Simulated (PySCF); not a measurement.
# NMR shielding calculation, with input and output: C$_{3}$H$_{4}$F$_{3}$S (charge −1)

System: C$_{3}$H$_{4}$F$_{3}$S, charge −1.
Method: GIAO wB97X/def2-TZVP NMR shielding, non-relativistic, gas phase (PySCF 2.14.0).

The geometry comes from this level: GFN2-xTB. It belongs to a series of runs on one base structure; here: wB97X/def2-TZVP; conv 1e-07; damp 0.2. Figures and captions count atoms from 1; the log counts them from 0 in places.

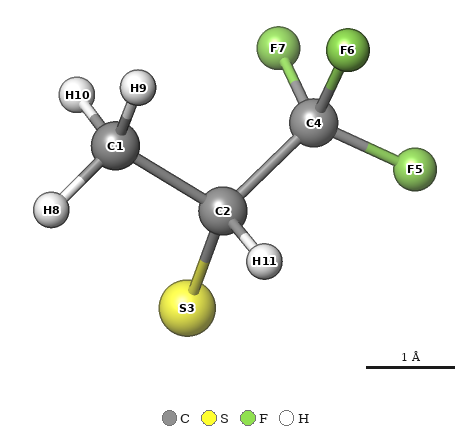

Fig. 1: The input geometry (ball-and-stick view, seen at a tilt; atoms are numbered from 1 in the order of the input).

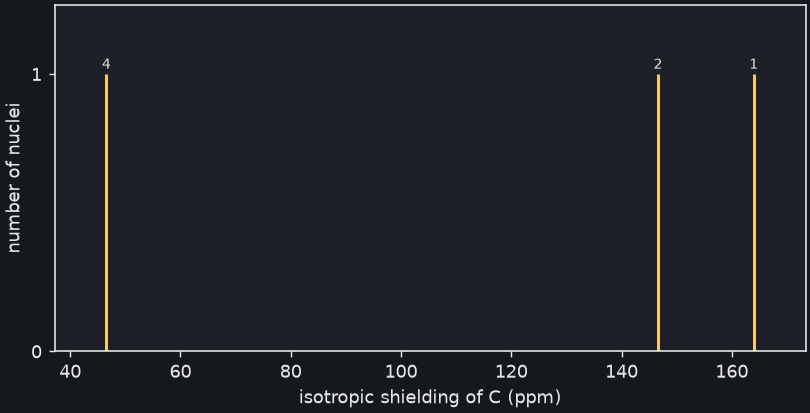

Fig. 2: Isotropic shieldings of the carbon nuclei in this fixed geometry, labelled by atom number; shielding grows to the right, so chemical shift grows to the left. The least shielded is C4 (46.6 ppm), the most shielded C1 (164.0 ppm).

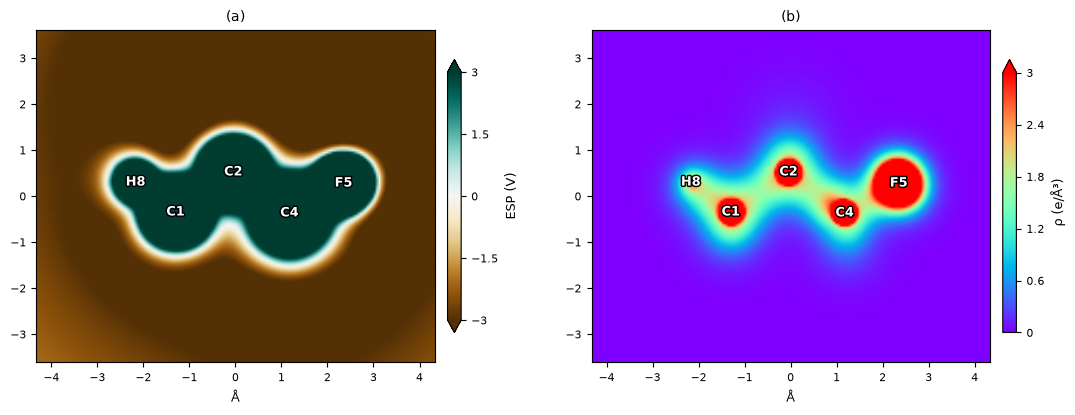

Fig. 3: (a) electrostatic potential; (b) electron density on the plane of atoms C1, C2 and C4. The section cuts through C, F and H sites. C–C (1.51 Å): ρ at the midpoint is about 1.8 e/Å³. C–H (1.09 Å): ρ is about 2 e/Å³ halfway.

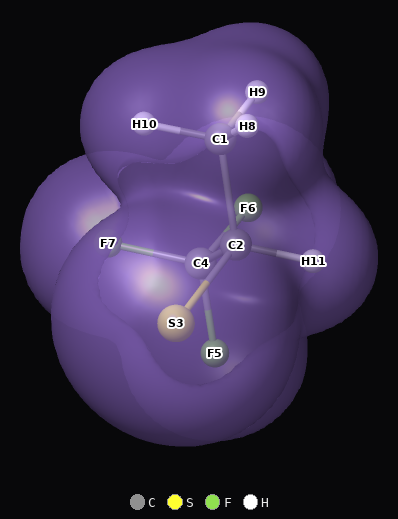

Fig. 4: Isosurface of the electron density at 0.05 e/Å³ (purple), seen at an oblique angle. At this value the surface is in one piece. On the grid the lowest density along these lines, outside the cores, is 1.9 e/Å³ (C–F, 1.34 Å), 1.8 e/Å³ (C–C, 1.51 Å), 1.2 e/Å³ (C–S, 1.81 Å) and 1.9 e/Å³ (C–H, 1.09 Å).

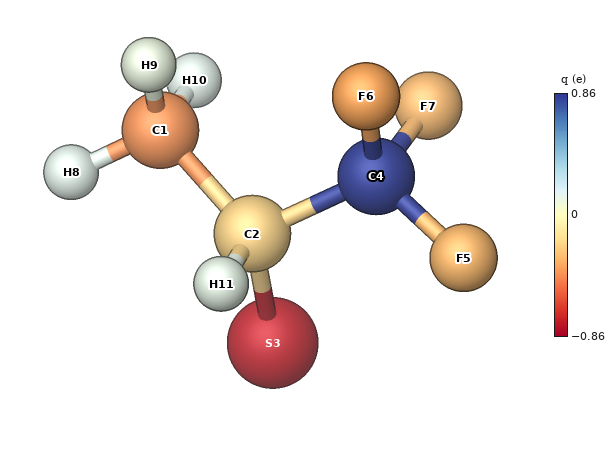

Fig. 5: IAO charges, as the colour of each atom (ball-and-stick view, seen at a tilt; atoms are numbered from 1 in the order of the input). By element: C −0.41 to +0.82, S −0.76, F −0.35 to −0.30 and H +0.11 to +0.14 e.

The input and output of the run follow.

Input file
```
{"job": {"kind": "nmr", "xc": "wB97X", "basis": "def2-TZVP", "pop": true, "scf": {"conv": 1e-07, "damp": 0.2}}, "charge": -1, "multiplicity": 1}
C      1.248813    -0.348407    -0.180587
C      0.109206     0.577258     0.240824
S      0.095661     2.118828    -0.701141
C     -1.205311    -0.143680     0.065275
F     -2.284766     0.544843     0.465528
F     -1.264574    -1.300780     0.823484
F     -1.462550    -0.567620    -1.180956
H      2.191280     0.172854    -0.033031
H      1.248717    -1.275127     0.398359
H      1.147628    -0.580696    -1.239350
H      0.181320     0.805198     1.315630
```

The first line tells a small driver script what to run in PySCF; the rest is the geometry in Å.

Command:
```bash
OMP_NUM_THREADS=1 python <driver script> task.json out
```

Log
```
damping 0.20 in the first 6 cycles
final grid: 101672 points
cycle   1  E = -814.3673132257  dE =  1.017e+00  |g| = 1.072e+00  |ddm| = 2.585e+00
cycle   2  E = -814.5178485994  dE = -1.505e-01  |g| = 7.464e-01  |ddm| = 1.311e+00
cycle   3  E = -814.5644722669  dE = -4.662e-02  |g| = 4.922e-01  |ddm| = 6.586e-01
cycle   4  E = -814.5838796498  dE = -1.941e-02  |g| = 3.432e-01  |ddm| = 3.860e-01
cycle   5  E = -814.5927853449  dE = -8.906e-03  |g| = 2.361e-01  |ddm| = 2.614e-01
cycle   6  E = -814.5907438643  dE =  2.041e-03  |g| = 2.656e-01  |ddm| = 2.184e-01
cycle   7  E = -814.5885492689  dE =  2.195e-03  |g| = 2.939e-01  |ddm| = 2.444e-01
cycle   8  E = -814.6007708032  dE = -1.222e-02  |g| = 2.349e-03  |ddm| = 1.271e-01
cycle   9  E = -814.6007717732  dE = -9.700e-07  |g| = 9.734e-04  |ddm| = 2.573e-03
cycle  10  E = -814.6007719579  dE = -1.847e-07  |g| = 3.134e-04  |ddm| = 1.309e-03
cycle  11  E = -814.6007719785  dE = -2.061e-08  |g| = 1.001e-04  |ddm| = 4.434e-04
converged SCF energy = -814.6007719785

GIAO shielding tensors (ppm)
atom      isotropic    diamagn.    paramagn.     s11        s22        s33       span
  0 C      163.982     245.378     -81.396    141.638    156.506    193.801     52.163
  1 C      146.620     237.659     -91.039    130.122    150.474    159.264     29.142
  2 S      613.243    1057.339    -444.096    379.016    498.940    961.773    582.757
  3 C       46.562     239.224    -192.663     31.623     42.552     65.510     33.887
  4 F      255.519     467.157    -211.638    166.588    252.763    347.207    180.619
  5 F      253.605     471.290    -217.684    146.489    248.303    366.024    219.535
  6 F      278.621     470.391    -191.770    191.175    289.562    355.126    163.950
  7 H       30.901      31.081      -0.180     26.677     29.795     36.230      9.554
  8 H       30.641      31.454      -0.813     25.159     28.834     37.928     12.769
  9 H       30.868      31.123      -0.254     28.463     29.784     34.358      5.896
 10 H       28.394      30.177      -1.783     23.354     27.584     34.244     10.890
```

Results in brief

| quantity | value |
| --- | --- |
| outcome | converged |
| total energy | −814.600772 hartree |
| HOMO | −2.47 eV |
| LUMO | 7.37 eV |
| isotropic shielding, C | 46.6 to 164.0 ppm |
| isotropic shielding, S | 613.2 ppm |
| isotropic shielding, F | 253.6 to 278.6 ppm |
| isotropic shielding, H | 28.4 to 30.9 ppm |
| hardware | 1 CPU thread, shared host |
| wall time | 47 s |
| peak memory | 1 GiB |

Remarks

Settings chosen away from the usual ones: wB97X/def2-TZVP; conv 1e-07; damp 0.2.
